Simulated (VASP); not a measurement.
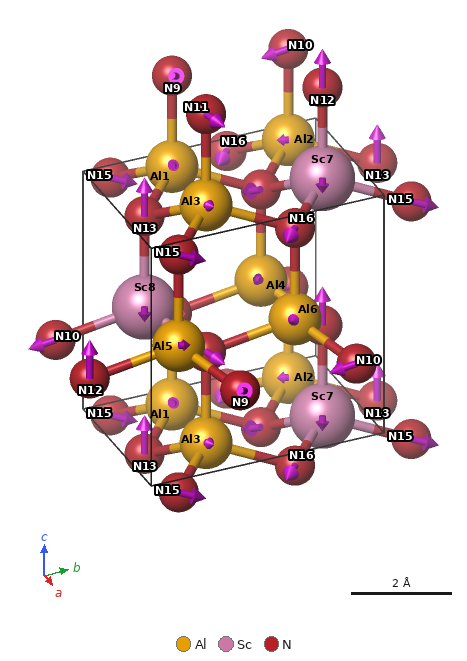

A relaxation of a crystal of ScAl₃N₄ (a generated structure, set up in P6_3mc). The starting structure is drawn; purple arrows show the displacements (the part carried along by the change of the cell is left out), 5 times their true length.

The picture is a ball-and-stick view of the cell of the calculation, seen slightly off an axis.

The run lets cell and atoms move.

Method: Kohn-Sham DFT of a periodic cell, PBE, VASP PAW PBE potentials, recommended (VASP).

Input
```
SYSTEM = ScAl3N4
PREC = Accurate
ENCUT = 520
EDIFF = 1E-6
ISMEAR = 0
SIGMA = 0.03
LREAL = .FALSE.
LASPH = .TRUE.
NELM = 60
ALGO = Fast
ISIF = 3
LWAVE = .FALSE.
LCHARG = .FALSE.
GGA = PE
IBRION = 2
NSW = 40
EDIFFG = -0.005
```

Run as
```bash
cat potpaw_PBE.64/Al/POTCAR potpaw_PBE.64/Sc_sv/POTCAR potpaw_PBE.64/N/POTCAR > POTCAR
mpirun -np 1 vasp_std > vasp.out
```

Question: Atoms of which element are displaced furthest, and by how much?

Answer: Nitrogen: up to 0.16 Å, against 0.06 Å for scandium.

Question: What happened in the run?

Answer: The largest moves relative to the cell, 0.16 Å, are those of N atoms. By element the largest moves are N 0.16 Å, Sc 0.06 Å, Al 0.05 Å. The volume changes by +5.9 %, with a = b 6.374 → 6.484 Å (+1.7 %), c 4.957 → 5.071 Å (+2.3 %). Among the contacts that change: N–Sc 1.894 → 2.163 Å, N–Sc 1.931 → 2.066 Å, Al–N 1.931 → 1.970 Å, Al–N 1.931 → 1.900 Å. Among the angles between lasting bonds that change: Al–N–Sc 107.6° → 102.8°, N–Al–N 111.2° → 106.5°, Al–N–Al 111.2° → 115.2°. The space group stays P6_3mc (No. 186). Over 14 geometry steps the energy falls by 137 meV per atom. The largest force component goes from 4.1 to 0.0033 eV/Å. The pressure goes from 14.98 to 0.04 GPa.
